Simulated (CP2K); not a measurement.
# C2H2FSn (SMILES C#[C][SnH][F]): GFN2-xTB

Aim: the vertical ionisation energy of C2H2FSn at GFN2-xTB, from 2 runs. 

The results are computed with CP2K 2026.2.

**1. The structure to begin with**

C2H2FSn: 6 atoms, total charge 0, spin state doublet. SMILES: `C#[C][SnH][F]`. Geometry: relaxed at PBE0-D4/def2-TZVP.

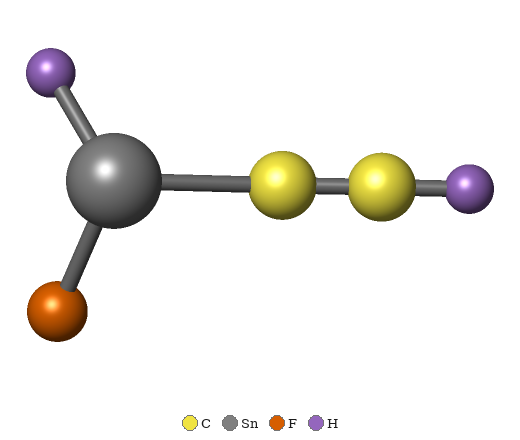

The structure, seen from a chosen angle (carbon yellow, tin grey, fluorine orange, hydrogen purple).

**2. Energy and forces at GFN2-xTB**

Input file gas.inp:

```
&GLOBAL
  PROJECT gas
  RUN_TYPE ENERGY_FORCE
  PRINT_LEVEL MEDIUM
&END

&FORCE_EVAL
  METHOD Quickstep
  &DFT
    MULTIPLICITY 2
    UKS T
    # Quickstep
    &QS
      METHOD XTB
      EPS_DEFAULT 1.0E-10
      &XTB
        GFN_TYPE TBLITE
        &TBLITE
          METHOD GFN2
        &END
        CHECK_ATOMIC_CHARGES F
      &END
    &END
    &POISSON
      PERIODIC NONE
      POISSON_SOLVER ANALYTIC
    &END
    # self-consistent field
    &SCF
      SCF_GUESS ATOMIC
      EPS_SCF 1.0E-06
      MAX_SCF 150
      ADDED_MOS 8
      &DIAGONALIZATION
        ALGORITHM STANDARD
      &END
      &MIXING
        METHOD DIRECT_P_MIXING
        ALPHA 0.4
      &END
      &SMEAR ON
        METHOD FERMI_DIRAC
        ELECTRONIC_TEMPERATURE [K] 300
      &END
    &END
    # extra output
    &PRINT
      &MOMENTS
        PERIODIC F
        REFERENCE COM
        MAX_MOMENT 1
      &END
      &MO ON
        ENERGIES T
        OCCUPATION_NUMBERS T
        NDIGITS 6
        &EACH
          QS_SCF 0
        &END
        ADD_LAST NUMERIC
      &END
      &HIRSHFELD OFF
      &END
    &END
  &END
  # atoms, cell and kinds
  &SUBSYS
    # vacuum box
    &CELL
      ABC 17.3 19.7 21.1
      PERIODIC NONE
    &END
    &COORD
      C      8.564150    11.145050     8.917550
      C      8.735450    10.546050     9.953050
      Sn     9.278450     9.483850    11.659750
      F      8.021550     8.024150    11.716750
      H      8.383450    11.675850     8.010150
      H      8.957650    10.394550    13.089850
    &END
  &END
  &PRINT
    &FORCES ON
    &END
  &END
&END
```

Command:

```console
$ OMP_NUM_THREADS=1 cp2k.psmp gas.inp > gas.out
```

What it wrote, cut to the lines that bear on the results:

```text
CP2K| version string:                                       CP2K version 2026.2
[...]
 GLOBAL| Method name                                                        CP2K
[...]
 GLOBAL| Run type                                                   ENERGY_FORCE
[...]
                             - Atoms:                                          6
[...]
                             - Spherical basis functions:                     23
[...]
 Number of electrons:                                                         11
[...]
  *** SCF run converged in    31 steps ***
[...]
  Fermi energy:                                                -0.37027652324497
[...]
 TB_DIPOLE| Moment [Debye]          1.86849302       2.38096402      -0.43123711
 TB_DIPOLE| Derivative [a.u.]       0.00000000       0.00000000       0.00000000
[...]
 ENERGY| Total FORCE_EVAL ( QS ) energy [hartree]            -12.042111949802115
 FORCES| Atomic forces [hartree/bohr]
 FORCES|   Atom     x               y               z               |f|
 FORCES|      1 -2.28651360E-04  1.47741314E-03 -4.29137978E-03   4.54433399E-03
 FORCES|      2 -1.09729694E-02  1.48085987E-02 -2.10132882E-02   2.79510095E-02
 FORCES|      3  3.87743984E-02 -9.13197416E-03 -3.56435248E-04   3.98368418E-02
 FORCES|      4 -1.92439055E-02 -1.54968007E-02  1.16674059E-03   2.47354000E-02
 FORCES|      5  9.50215725E-04 -3.45215458E-03  6.32452160E-03   7.26772692E-03
 FORCES|      6 -9.27908787E-03  1.17949176E-02  1.81698410E-02   2.35661765E-02
 FORCES| Sum     1.04083409E-17 -6.07153217E-17 -6.24500451E-17
 FORCES| Total atomic force                                       8.77193934E-17
[...]
```

It took 0.26 s on 1 thread of Arm Neoverse V2, shared host.

**3. The singlet cation at the same level**

Input file calc.inp:

```
&GLOBAL
  PROJECT calc
  RUN_TYPE ENERGY_FORCE
  PRINT_LEVEL MEDIUM
&END GLOBAL

&FORCE_EVAL
  METHOD QS
  &DFT
    CHARGE 1
    # Quickstep
    &QS
      METHOD XTB
      EPS_DEFAULT 1.0E-10
      &XTB
        GFN_TYPE TBLITE
        &TBLITE
          METHOD GFN2
        &END TBLITE
        CHECK_ATOMIC_CHARGES F
      &END XTB
    &END QS
    # cluster boundary conditions
    &POISSON
      PERIODIC NONE
      POISSON_SOLVER ANALYTIC
    &END POISSON
    # self-consistent field
    &SCF
      SCF_GUESS ATOMIC
      EPS_SCF 1.0E-06
      MAX_SCF 150
      ADDED_MOS 2
      &DIAGONALIZATION
        ALGORITHM STANDARD
      &END DIAGONALIZATION
      &MIXING
        METHOD DIRECT_P_MIXING
        ALPHA 0.4
      &END MIXING
      &SMEAR ON
        METHOD FERMI_DIRAC
        ELECTRONIC_TEMPERATURE [K] 300
      &END SMEAR
    &END SCF
    &PRINT
      &MOMENTS
        PERIODIC F
        REFERENCE COM
        MAX_MOMENT 1
      &END MOMENTS
      &MO ON
        ENERGIES T
        OCCUPATION_NUMBERS T
        NDIGITS 6
        &EACH
          QS_SCF 0
        &END EACH
        ADD_LAST NUMERIC
      &END MO
      &HIRSHFELD OFF
      &END HIRSHFELD
    &END PRINT
  &END DFT
  &SUBSYS
    &CELL
      ABC 17.3 19.7 21.1
      PERIODIC NONE
    &END CELL
    &COORD
      C      8.564150    11.145050     8.917550
      C      8.735450    10.546050     9.953050
      Sn     9.278450     9.483850    11.659750
      F      8.021550     8.024150    11.716750
      H      8.383450    11.675850     8.010150
      H      8.957650    10.394550    13.089850
    &END COORD
  &END SUBSYS
  &PRINT
    &FORCES ON
    &END FORCES
  &END PRINT
&END FORCE_EVAL
```

Command:

```console
$ OMP_NUM_THREADS=1 cp2k.psmp -i calc.inp > calc.out 2>&1
```

What it wrote, cut to the lines that bear on the results:

```text
CP2K| version string:                                       CP2K version 2026.2
[...]
 GLOBAL| Method name                                                        CP2K
[...]
 GLOBAL| Run type                                                   ENERGY_FORCE
[...]
                             - Atoms:                                          6
[...]
                             - Spherical basis functions:                     23
[...]
 Number of electrons:                                                         20
[...]
  *** SCF run converged in    52 steps ***
[...]
  Fermi energy:                                                -0.63659379511030
[...]
 TB_DIPOLE| Moment [Debye]          0.40728787       4.97676303      -2.04811710
 TB_DIPOLE| Derivative [a.u.]       0.00000000       0.00000000       0.00000000
[...]
 ENERGY| Total FORCE_EVAL ( QS ) energy [hartree]            -11.551166080843835
 FORCES| Atomic forces [hartree/bohr]
 FORCES|   Atom     x               y               z               |f|
 FORCES|      1  2.09978003E-03 -1.53111601E-03 -5.87709910E-05   2.59939348E-03
 FORCES|      2  7.10930054E-03  1.69215086E-03 -1.28334660E-02   1.47683235E-02
 FORCES|      3 -1.62501896E-02  4.70523065E-03  1.83096400E-03   1.70164711E-02
 FORCES|      4  2.98716955E-03 -5.83557398E-03  5.52862660E-05   6.55592573E-03
 FORCES|      5 -2.99342827E-03  1.15456147E-03  2.23424074E-04   3.21613795E-03
 FORCES|      6  7.04736777E-03 -1.85252991E-04  1.07825627E-02   1.28826771E-02
 FORCES| Sum     5.11743425E-17 -1.23599048E-16 -7.45931095E-17
 FORCES| Total atomic force                                       1.53165498E-16
[...]
```

It took 0.26 s on 1 thread of Arm Neoverse V2, shared host.

**4. What came out**

Level: GFN2-xTB.

| quantity | value |
| --- | --- |
| doublet C2H2FSn: total energy | -12.04211 Eh |
| doublet C2H2FSn: dipole moment (from atomic charges alone) | 3.06 D |
| doublet C2H2FSn: HOMO energy (highest over α and β) | -10.29 eV |
| doublet C2H2FSn: LUMO energy (lowest over α and β) | -9.86 eV |
| doublet C2H2FSn: largest force on an atom | 2.048 eV/Å |
| singlet cation: total energy | -11.55117 Eh |
| singlet cation: HOMO energy | -18.48 eV |
| singlet cation: LUMO energy | -16.43 eV |
| singlet cation: HOMO–LUMO gap | 2.06 eV |
| singlet cation: largest force on an atom | 0.875 eV/Å |
| vertical ionisation energy (to the singlet cation) | 13.359 eV |

In words: The vertical ionisation energy comes to 13.36 eV (1289 kJ/mol). The largest force (doublet C2H2FSn) is 2.05 eV/Å: the shape isn't a stationary point for this species at this level. xTB total energies overstate such differences by several eV unless an empirical shift is taken off; none is applied here. Mulliken charges (doublet C2H2FSn) run from -0.31 on F4 to +0.35 on Sn3. Mulliken charges (singlet cation) run from -0.15 on F4 to +0.58 on Sn3.
